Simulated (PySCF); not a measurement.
C5H9O, charge +1, SMILES `C[CH+]/C=C\OC`.

Level of theory: PBE0/def2-SVP (PySCF), at a geometry from GFN2-xTB. No frequency check shows the geometry to be a minimum. A basis without diffuse functions makes polarisabilities too small.

Coordinates in Å:

```
C1       2.9286   -0.3249   -0.0031
C2       1.4759   -0.3390    0.0032
C3       0.6910    0.7797    0.0012
C4      -0.7113    0.7401    0.0013
O5      -1.3716   -0.3483    0.0007
C6      -2.7878   -0.3664   -0.0035
H7       3.3003   -0.8848   -0.8634
H8       3.3000   -0.8865    0.8621
H9       3.3465    0.6778   -0.0075
H10      0.9929   -1.3101    0.0094
H11      1.1486    1.7585   -0.0015
H12     -1.2518    1.6899    0.0002
H13     -3.1141   -0.9178    0.8836
H14     -3.1138   -0.9160   -0.8869
H15     -3.2143    0.6379    0.0036
```

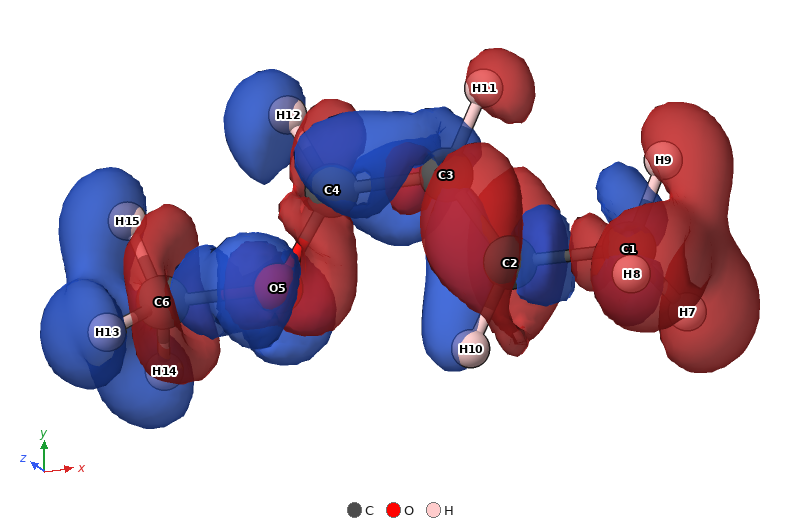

Change of the electron density in a uniform field of 0.21 V/Å, surfaces at ±0.002 e/Å³ (red: gain, blue: loss).

> Along which Cartesian direction does the field point?

Along −x: electrons gather on the +x side, against the field.

> What dipole is induced, and what polarisability does it imply?

The induced dipole is 1.04 D (along the field); α along this axis, from the fields in both directions, is 103 bohr³ (15.2 Å³).

> Which atoms gain and lose the most charge?

Electrons gather most on C2 (Hirshfeld charge changes by −0.009 e) and leave O5 most (+0.007 e); 0.075 electrons are displaced in all.
